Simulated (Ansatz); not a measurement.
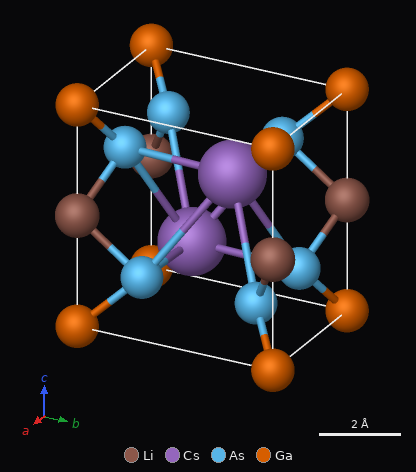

Ball-and-stick representation of a periodic structure, projected slightly off an axis. The parallelepiped is the simulation cell.

```xyz
10
Lattice="3.4452 5.9673 0.0000 -3.4452 5.9673 0.0000 0.0000 0.0000 5.6081" Properties=species:S:1:pos:R:3 pbc="T T T"
Li    0.0000    0.0000    2.8040
Cs    0.0000    3.9778    1.5136
Cs   -0.0003    7.9562    4.0945
As   -0.0014    1.6589    4.2722
As    2.0093    5.1367    4.2722
As   -2.0079    5.1391    4.2722
As   -2.0079    6.7956    1.3358
As   -0.0014   10.2757    1.3358
As    2.0093    6.7980    1.3358
Ga    0.0000    0.0000    0.0000
```

Calculation details: DFT, PAW plane waves, r2SCAN (Ansatz); an energy cutoff of 500 eV, a 6×6×6 k-point grid, Gaussian smearing of 0.02 eV, no spin polarisation. The pressure of the cell is 23 GPa.

### What net charge does each kind of atom have (Bader)?

Cs +0.67 e; Li +0.79 e; Ga +0.43 e; As -0.43 e.

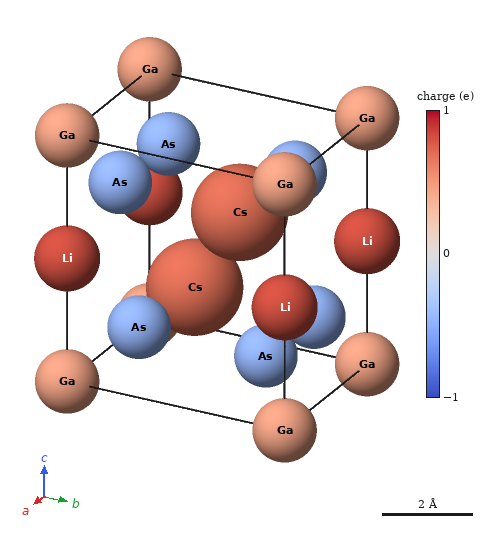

The atoms coloured by those charges.

Where the cell comes from: a generated cell, made by putting these elements into a known structure type (the compound may or may not exist in this form). No relaxation was applied. A calculation with Ansatz used it as input.

At this level of theory the cell isn't at rest (compressed, at 23 GPa and forces up to 5.2 eV/Å), so its distances can differ from those at equilibrium, the more so the softer the solid.
